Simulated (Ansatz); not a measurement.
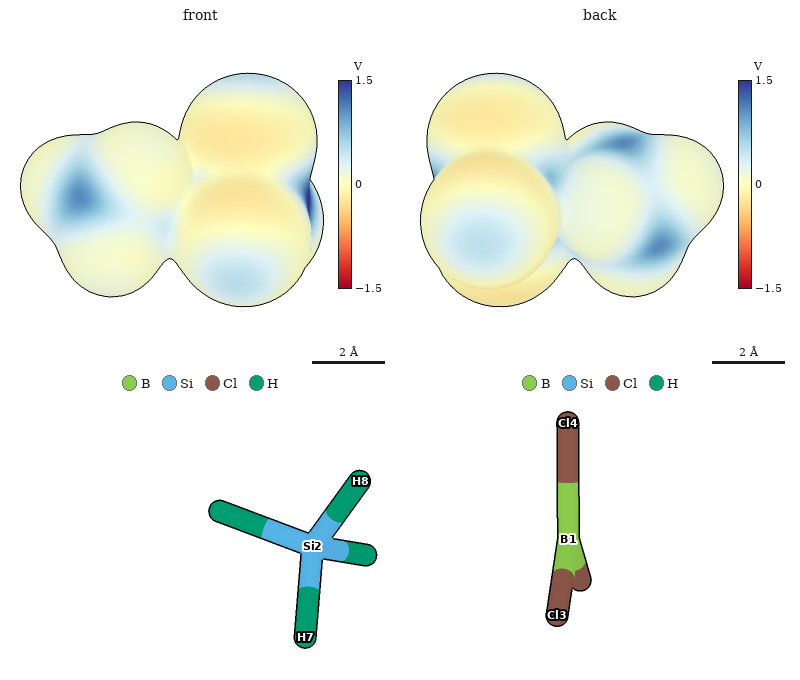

Figure 1: BCl$_{3}$···SiH$_{4}$. The electrostatic potential painted on the density surface at 0.002 e/bohr³, seen from the front and from behind; red is negative and blue positive. The bare structure is drawn below in the same view.

Method: RKS PBE0-D4/def2-SVP (Ansatz).

```yaml
atoms:
  - { symbol: B, position_ang: [-1.0830, -1.8074, 0.3590] }
  - { symbol: Si, position_ang: [0.8643, 1.4472, -0.2851] }
  - { symbol: Cl, position_ang: [-2.2956, -0.5905, 0.0518] }
  - { symbol: Cl, position_ang: [-0.3364, -1.9111, 1.9296] }
  - { symbol: H, position_ang: [0.9845, 0.0594, -0.8255] }
  - { symbol: Cl, position_ang: [-0.6204, -2.9130, -0.9041] }
  - { symbol: H, position_ang: [-0.1306, 2.2093, -1.0969] }
  - { symbol: H, position_ang: [0.4197, 1.3897, 1.1381] }
  - { symbol: H, position_ang: [2.1975, 2.1164, -0.3669] }
```

Where is the surface potential most negative and most positive?

Answer. The most negative region (about −0.2 V) lies over Cl3, Cl4 and Cl6, the most positive (about +1.4 V) over B1. Cl3 shows a σ-hole: about +0.5 V at the tip opposite its bond, against about 0.0 V on its flanks. Cl4 shows a σ-hole: about +0.5 V at the tip opposite its bond, against about −0.1 V on its flanks. Cl6 shows a σ-hole: about +0.5 V at the tip opposite its bond, against about −0.1 V on its flanks.
